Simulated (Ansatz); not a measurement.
The figure comes from a scan of CuI (zinc blende): one Cu atom of a 2-atom cell moves by u along (1.00, 0.00, 0.00) and v along (0.00, 1.00, 0.00). Level of theory: PBEsol (plane waves to 420 eV, PAW, scalar-relativistic; Ansatz, an electronic-structure program). k mesh 8×8×8 (Γ-centred), Fermi-Dirac smearing 0.05 eV. Fu and Fv are the components of the force on the atom. CuI is run without spin polarisation. CuI was relaxed with its symmetry unable to fall. Spin-orbit coupling is left out, though I is heavy. 

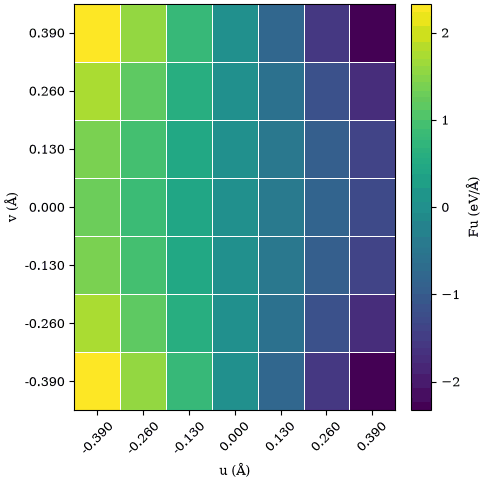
Figure: Fu (eV/Å), one tile a computed point.

### Question
Turn the plot into a table (rounded to what can be read).

### Answer
To the nearest 0.5:

Fu (eV/Å), with u across and v down:

```tsv
v \ u	-0.390	-0.260	-0.130	0.000	0.130	0.260	0.390
-0.390	2.5	1.5	1.0	0.0	-1.0	-1.5	-2.5
-0.260	1.5	1.0	0.5	0.0	-0.5	-1.0	-1.5
-0.130	1.5	1.0	0.5	0.0	-0.5	-1.0	-1.5
0.000	1.5	1.0	0.5	0.0	-0.5	-1.0	-1.5
0.130	1.5	1.0	0.5	0.0	-0.5	-1.0	-1.5
0.260	1.5	1.0	0.5	0.0	-0.5	-1.0	-1.5
0.390	2.5	1.5	1.0	0.0	-1.0	-1.5	-2.5
```

(For displaced atoms, the force is minus the slope of the energy, and its curvature is a force constant, which sets phonon frequencies.)
